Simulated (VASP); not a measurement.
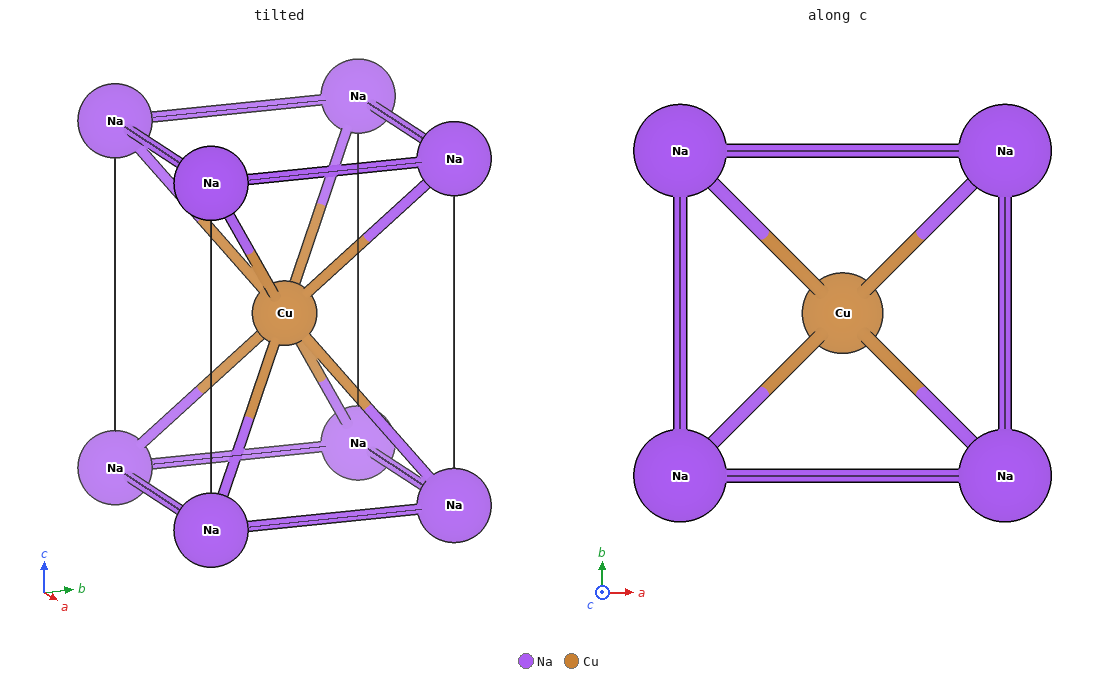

NaCu, CuAu (L1₀) type, space group P4/mmm (No. 123), a = 2.942 Å, b = 2.942 Å, c = 4.041 Å, α = 90.00°, β = 90.00°, γ = 90.00°. Ball-and-stick representation of a periodic structure, projected slightly off an axis and along the c axis. The parallelepiped is the conventional unit cell. This one geometry was run with nine functionals. The cell is a cell made by a generator, which needn't be a real form of the compound.

Alike in all runs: VASP 6.6.1; VASP's PAW PBE potentials, release 64 (Na_pv, Cu); cutoff 520 eV; k mesh 9 × 9 × 7 on the run's cell of 2 atoms; occupations fermi-dirac, width 0.05 eV; no spin polarisation; no spin-orbit coupling. All runs are metallic.

```tsv
level	pressure (GPa)
PW91	3.1
PBEsol	0.9
revPBE	5.0
BLYP	4.8
AM05	1.5
SCAN	0.5
TPSS	2.0
PBE	3.1
r2SCAN	?
```

Q: Fill in the row of r2SCAN.

A: Pressure 1.3 GPa. That is between PBEsol and AM05 in pressure.

Q: Order the levels by the equilibrium volume that these pressures point to, smallest first.

A: SCAN (0.5 GPa), PBEsol (0.9 GPa), r2SCAN (1.3 GPa), AM05 (1.5 GPa), TPSS (2.0 GPa), PW91 and PBE (3.1 GPa), BLYP (4.8 GPa), revPBE (5.0 GPa). A higher pressure at one volume points to a larger equilibrium volume, as long as the bulk moduli are alike; rows a few tenths of a GPa apart can't be told apart.

Caveat: rows whose functional differs from that of their potentials carry a shift in pressure and volume, which can reorder them.
